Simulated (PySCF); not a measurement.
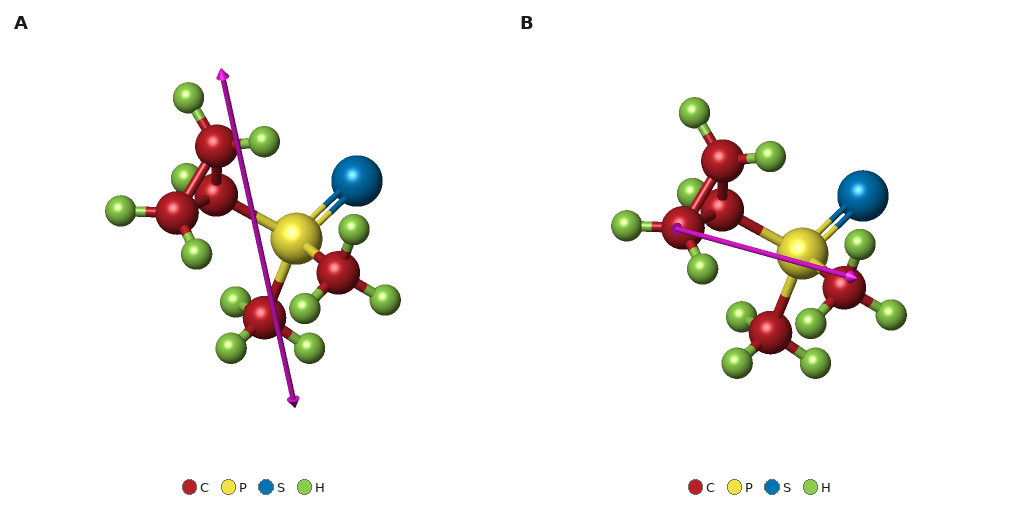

The double arrows show the directions of two transition dipoles from the ground state (lengths mean nothing). The geometry was computed by an optimisation with GFN2-xTB. No frequency run is at hand to confirm it as a minimum. Method: TDDFT PBE0/def2-SVPD, vertical, gas phase, core orbitals frozen in the response (PySCF 2.14.0).

One belongs to singlet state 1 and one to singlet state 2. Which is which?

Answer. A: state 1, 5.74 eV (216 nm), oscillator strength 0.030, mainly HOMO → LUMO (weight 0.93).
B: state 2, 5.77 eV (215 nm), oscillator strength 0.053, mainly HOMO−1 → LUMO (weight 0.93).

The geometry is semi-empirical. Around P such bond lengths and angles can be off by a tenth of an ångström or more and by several degrees, and values that hang on the shape move with them.
